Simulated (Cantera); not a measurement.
A closed system holds: 1 mol C₃H₆, 0.97 mol O₂, 1.5 mol H₂, at 3.70 mbar.

Method: chemical equilibrium by Gibbs-energy minimisation in Cantera with the NASA 1993 tables (ideal gas, pure condensed phases). Candidate condensed phases: C, C₆H₆, C₇H₈, C₈H₁₈, H₂O; 110 gas species. Kinetics and transport are ignored.

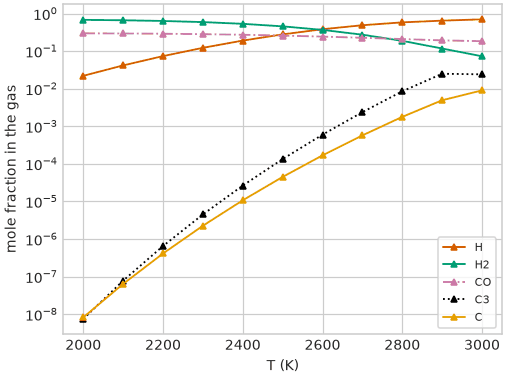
Figure: Equilibrium gas composition (values under 1e-9 drawn at 1e-9)

From 2000 K to 2800 K the condensed part is C(graphite). From 2900 K to 3000 K nothing is condensed. The main C-bearing gas is CO throughout.
